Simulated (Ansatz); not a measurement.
# C₂H₂F₂Si: one species, many methods

How much do the methods differ for C₂H₂F₂Si? The plan is to run it at one geometry with functionals of several rungs and with coupled cluster, and see how far each lands from CCSD(T) at the basis-set limit for the atomisation energy.

Program: Ansatz 0.2.0, Gaussian basis. Level of theory: functionals in def2-TZVPP, the program's frozen cores in correlated methods. These are calculated values, not measurements.

The runs, in order: LDA (SPW92), PBE-D4, revPBE-D4, BLYP-D4, r2SCAN-D4, B97M-V, PBE0-D4, B3LYP-D4, r2SCANh-D4, r2SCAN0-D4, HSE06-D4, BHLYP-D4, CAM-B3LYP-D4, LC-ωPBE, ωB97X-V, ωB97M-V, B2PLYP, PBE-QIDH; CCSD(T)/def2-SVP; CCSD(T)/def2-TZVPP; MP2/def2-QZVPP; extrapolation to the limit; RPA on PBE.

**1. Structure used throughout**

All runs share one geometry, relaxed beforehand with PBE0-D4 in a triple-zeta def2 set.

SMILES `F[Si]1(F)C=C1`, 7 atoms, charge 0, spin multiplicity 1.

Atoms are counted from 1 here; the program's logs count them from 0.

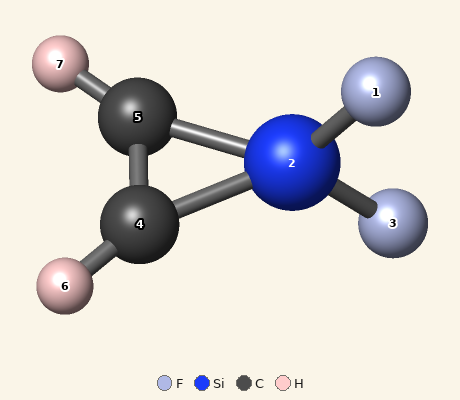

The structure; fluorine light blue, silicon blue, carbon dark grey, hydrogen pink; atoms are numbered from 1 in the order of the file.

As a file:

```xyz
7

F     0.6802   -1.2977    1.6874
Si    0.0971   -0.8290    0.2947
F    -0.2895   -2.1804   -0.4289
C    -0.6895    0.7184    0.0097
C     0.5570    0.6529   -0.5341
H    -1.4387    1.5017    0.0263
H     1.1446    1.3661   -1.1008
```

**2. LDA**

This LDA is Slater exchange with PW92 correlation.

Input file in.yaml:

```yaml
crystal:
  periodic: [false, false, false]
  atoms:
    - {symbol: F, position_ang: [0.680210, -1.297700, 1.687443]}
    - {symbol: Si, position_ang: [0.097140, -0.828965, 0.294663]}
    - {symbol: F, position_ang: [-0.289500, -2.180441, -0.428897]}
    - {symbol: C, position_ang: [-0.689547, 0.718360, 0.009736]}
    - {symbol: C, position_ang: [0.556956, 0.652919, -0.534106]}
    - {symbol: H, position_ang: [-1.438690, 1.501724, 0.026270]}
    - {symbol: H, position_ang: [1.144630, 1.366104, -1.100811]}
basis:
  gaussian: {orbitals: def2-TZVPP}
hamiltonian: {xc: lda}
output: {orbitals: {seedname: orbitals}}
```

Command:

```
$ ansatz run in.yaml --threads 2 --pin off --events-out ev --progress --plain --max-ram 4352MiB
```

After this run come: PBE-D4 (GGA); revPBE-D4 (GGA); BLYP-D4 (GGA); r2SCAN-D4 (meta-GGA); B97M-V (meta-GGA); PBE0-D4 (hybrid); B3LYP-D4 (hybrid); r2SCANh-D4 (hybrid); r2SCAN0-D4 (hybrid); HSE06-D4 (hybrid); BHLYP-D4 (hybrid); CAM-B3LYP-D4 (range-separated); LC-ωPBE (range-separated); ωB97X-V (range-separated); ωB97M-V (range-separated); B2PLYP (double hybrid); PBE-QIDH (double hybrid); CCSD(T) in def2-SVP; CCSD(T) in def2-TZVPP; MP2 in def2-QZVPP; RPA on PBE orbitals.

Before running them: what should the planned runs give, taken together? Wanted: atomisation energy, CCSD(T)/CBS; farthest beyond LDA; mean size of error, GGA; mean size of error, meta-GGA; mean size of error, hybrid; mean size of error, range-separated; mean size of error, double hybrid; gap, smallest and largest; T1 diagnostic.

The runs gave:

| quantity | value |
| --- | --- |
| atomisation energy, CCSD(T)/CBS | 3073.8 kJ/mol |
| functionals within 15.4 kJ/mol (0.5 %) | r2SCAN-D4, B97M-V, PBE0-D4, HSE06-D4, CAM-B3LYP-D4, LC-ωPBE, ωB97X-V, ωB97M-V |
| farthest beyond LDA | BHLYP-D4 (-138.1 kJ/mol) |
| mean size of error, GGA | 37.9 kJ/mol |
| mean size of error, meta-GGA | 11.9 kJ/mol |
| mean size of error, hybrid | 41.8 kJ/mol |
| mean size of error, range-separated | 2.4 kJ/mol |
| mean size of error, double hybrid | 26.6 kJ/mol |
| gap, smallest and largest | 4.71 eV (LDA (SPW92)), 12.40 eV (LC-ωPBE) |
| T1 diagnostic | 0.0121 |
| triples share of the correlation energy | 3.6 % |

LDA overbinds by 473.1 kJ/mol (15 %). PBE-D4 misses by +73.1 kJ/mol. Double hybrids carry the basis error of their MP2 part in triple zeta, and no dispersion term here, so their miss is partly the set-up's. The rungs range-separated, meta-GGA miss on average by less than the doubt on the reference (15.4 kJ/mol), so they tie. The reference freezes the cores and leaves out relativity and excitations past (T), so misses under about 15.4 kJ/mol can't be ranked. Hartree-Fock recovers 73 % of the binding; the rest is correlation. CCSD(T) in def2-SVP is off by -223.8 kJ/mol, which most functionals beat. Orbital gaps span 4.7 to 12.4 eV; exact exchange widens them.
